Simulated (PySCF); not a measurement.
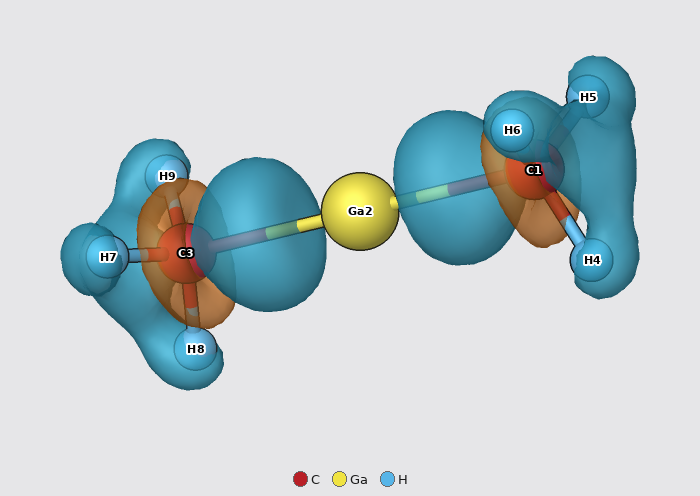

C₂H₆Ga, charge +1, SMILES `C[Ga+]C`. Fukui function f⁻ = ρ(N) − ρ(N−1) at fixed geometry, surfaces at ±0.04 e/Å³ (light blue positive, orange negative).

PySCF calculation, PBE0/def2-SVPD, gas phase; geometry: GFN2-xTB. No frequency check shows the geometry to be a minimum. GFN2-xTB bond lengths at metals and heavier atoms can be off by up to 0.1 Å and shapes distorted, which carries into these values.

Geometry (Å), atoms numbered from 1:

```
C1       2.0580   -0.0003    0.0000
Ga2      0.0000    0.0001    0.0000
C3      -2.0580   -0.0003    0.0000
H4       2.4089    0.6847    0.7793
H5       2.4089   -1.0173    0.2033
H6       2.4089    0.3326   -0.9827
H7      -2.4089    0.5968   -0.8486
H8      -2.4089    0.4364    0.9412
H9      -2.4089   -1.0333   -0.0926
```

> Which atoms respond most to the removal of an electron?

f⁻ (Hirshfeld-condensed) is largest on Ga2 (0.25) and C1 and C3 (0.17 each); the vertical ionisation energy is 16.08 eV. Condensed values hint at sites of electrophilic attack but needn't mark the atom that reacts. Orbital relaxation makes it negative in places (0.16 e in all).

Run time: 3.6 min on 1 thread of Intel(R) Xeon(R) Platinum 8259CL CPU @ 2.50GHz (Skylake/Cascade Lake) (shared host), peak memory 0.63 GiB.
